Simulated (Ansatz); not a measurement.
# MoSi2 (MoSi2 type, space group I4/mmm): scan of one atom of the cell

MoSi2 (MoSi2 type, space group I4/mmm)

```xyz
3
Lattice="-1.6009 1.6009 3.9093 1.6009 -1.6009 3.9093 1.6009 1.6009 -3.9093" Properties=species:S:1:pos:R:3 pbc="T T T"
Mo     0.0000     0.0000     0.0000
Si     0.0000     0.0000     2.6216
Si     0.0000     0.0000     5.1970
```

In this cell atom 2 (Si, nearest neighbour Si at 2.575 Å; its periodic images, 3.2 Å or more away, move with it) is moved by s towards the nearest neighbour, unit vector (0.000, 0.000, 1.000); all other atoms and the cell stay fixed.

These are r2SCAN (plane waves to 500 eV, PAW, scalar-relativistic; Ansatz, a first-principles code) values and carry that method's errors. k mesh 12×12×12 (Γ-centred), Fermi-Dirac smearing 0.05 eV. Energies are smeared free energies. Compression counts positive. With partly filled bands, energies and forces of such displacements shift with the k mesh and the smearing. MoSi2 is run without spin polarisation. MoSi2 was relaxed with its symmetry unable to fall. ΔE is measured from the undisplaced structure.

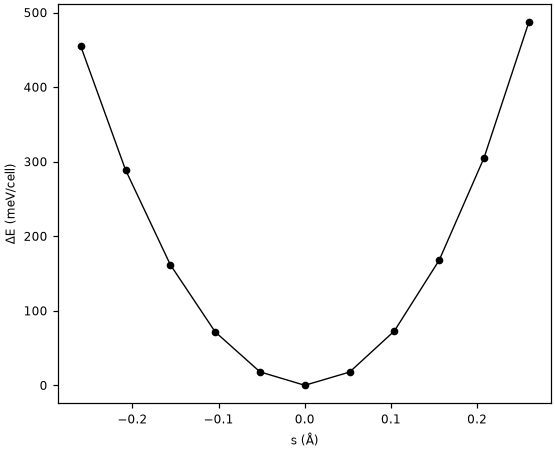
*ΔE (meV/cell) against s (Å); computed points joined by lines.*

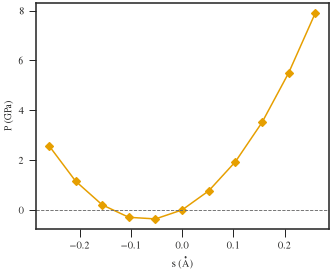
Fig. 1. P (GPa) against s (Å); one marker a computed point.

The force constant k = d²E/ds² at s = 0 (finite differences) is 13.2 eV/Å² and the energy at s = 0.260 Å comes out as 487 meV/cell. Symmetry of the curve: not even: the positive side lies higher at ±0.260 Å. Shape of the curve: a single well with its minimum at or next to zero displacement. Harmonic estimate at the end of the scan: ½ks² = 446 meV/cell against the computed 487 meV/cell, so the well is stiffer than harmonic there.

With its periodic images moving along, the atom's site symmetry in this cell is 4mm.

(A displaced cell: forces are minus the slopes of the energy, force constants its curvatures, and phonons follow from these.)
